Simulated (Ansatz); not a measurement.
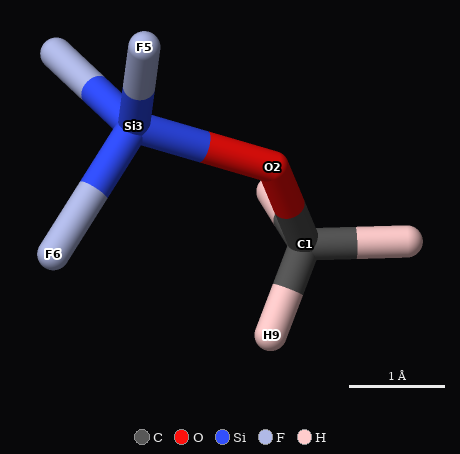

The structure as given in the input (stick view, seen at a tilt; atoms are numbered from 1 in the order of the input).

Single-point calculation, with input and output: CH3F3OSi

System: CH3F3OSi.
Method: RKS r2SCAN/aug-pcseg-2 (Ansatz 0.2.0).

Some settings of this run were made unusual or wrong on purpose. The geometry comes from this level: PBE0-D4/def2-TZVP. Figures and captions count atoms from 1; the log counts them from 0 in places.

Input file
```yaml
crystal:
  periodic: [false, false, false]
  atoms:
    - {symbol: C, position_ang: [0.221592, -1.092176, 0.851054]}
    - {symbol: O, position_ang: [0.717201, -0.149730, -0.062668]}
    - {symbol: Si, position_ang: [-0.042767, 1.071845, -0.832308]}
    - {symbol: F, position_ang: [-1.219770, 0.497775, -1.716611]}
    - {symbol: F, position_ang: [0.913167, 1.895999, -1.668563]}
    - {symbol: F, position_ang: [-0.750360, 2.022584, 0.273347]}
    - {symbol: H, position_ang: [1.022892, -1.773300, 1.065376]}
    - {symbol: H, position_ang: [-0.519502, -1.763077, 0.271994]}
    - {symbol: H, position_ang: [-0.176469, -0.669583, 1.693730]}
basis:
  gaussian: {orbitals: aug-pcseg-2, final_grid: {core_spheres: 1, valence_spheres: 1, degree: 5}}
hamiltonian: {xc: {name: r2SCAN}}
output: {forces: true}
```

Machine: 4 threads of Intel Xeon @ 2.80GHz, 23 GiB of memory available, shared host.

Run as:
```bash
ansatz run in.yaml --threads 4 --pin off --events-out ev --progress --plain --max-ram 10444MiB
```

What the program printed
```
Functional definition: r2SCAN
  name "r2SCAN"
  cite "Furness, Kaplan, Ning, Perdew & Sun, J. Phys. Chem. Lett. 11, 8208 (2020) doi:10.1021/acs.jpclett.0c02405"
  cite "Furness, Kaplan, Ning, Perdew & Sun, J. Phys. Chem. Lett. 11, 9248 (2020) doi:10.1021/acs.jpclett.0c03077"
  parent r2scan
  parameter k0 = 0.174
  parameter k1 = 0.065
  parameter a1 = 4.9479
  exchange = r2scan_x(k0 = k0, k1 = k1, a1 = a1)
  correlation = r2scan_c
1505 factors; their error is unknown
mean field evaluation 1: about -19157.6495 eV, gradient 7.9e1 eV
mean field evaluation 2: about -19142.1714 eV, gradient 1.2e2 eV
mean field evaluation 4: about -19167.5097 eV, gradient 6.4e0 eV
mean field evaluation 8: about -19104.4617 eV, gradient 1.4e2 eV
mean field evaluation 16: about -19123.1318 eV, gradient 4.9e-1 eV
mean field evaluation 32: about -19123.1333 eV, gradient 6.9e-5 eV
a density is far from that of the atoms, so the factors are made again for it
2297 factors; integrals over basis functions are off by at most 7.7e-4 eV
mean field -19123.13302474 eV, -702.7621765342 hartree, gradient 2.1e-5 eV, S^2 0.000000; 0 other end points of the search recorded, 0 dependent functions left out
the calculation of the forces begins
reference -19123.13303624 eV, -702.7621769567 hartree; 29, 29 occupied and 320, 320 virtual orbitals, 2297 factors
Total energy: -19123.13303624 eV, -702.7621769567 hartree
Atom 0 at     0.221592    -1.092176     0.851054 Å, force     0.519675    -4.287491     0.803272 eV/Å
Atom 1 at     0.717201    -0.149730    -0.062668 Å, force   -13.170990     7.817837    -3.425199 eV/Å
Atom 2 at    -0.042767     1.071845    -0.832308 Å, force     0.145506   -11.820961   -13.690207 eV/Å
Atom 3 at    -1.219770     0.497775    -1.716611 Å, force    10.939106     2.198892     7.103539 eV/Å
Atom 4 at     0.913167     1.895999    -1.668563 Å, force    -7.936496    -4.162677    13.217324 eV/Å
Atom 5 at    -0.750360     2.022584     0.273347 Å, force     6.249170     1.540392    -0.294616 eV/Å
Atom 6 at     1.022892    -1.773300     1.065376 Å, force    -6.826219     7.589871    -1.938216 eV/Å
Atom 7 at    -0.519502    -1.763077     0.271994 Å, force     5.947327     4.777650     4.662624 eV/Å
Atom 8 at    -0.176469    -0.669583     1.693730 Å, force     4.132921    -3.653513    -6.438522 eV/Å
Dipole moment:    -0.047753    -0.265139     0.315263 e Å
```

What the run reported

```json
{"quantity": "outcome", "value": "converged"}
{"quantity": "total energy", "value": "−19123.1330 eV"}
{"quantity": "SCF solution under orbital rotations", "value": "stable"}
{"quantity": "largest force (length of the vector)", "value": "18.088 eV/Å"}
{"quantity": "dipole moment", "value": "1.99 D"}
{"quantity": "wall time", "value": "19 s (CPU time 67 s)"}
{"quantity": "peak memory", "value": "1.6 GiB"}
```

What went wrong

A setting was made wrong on purpose: grid. The run converged all the same; its numbers are those of the faulty input and shouldn't be used.
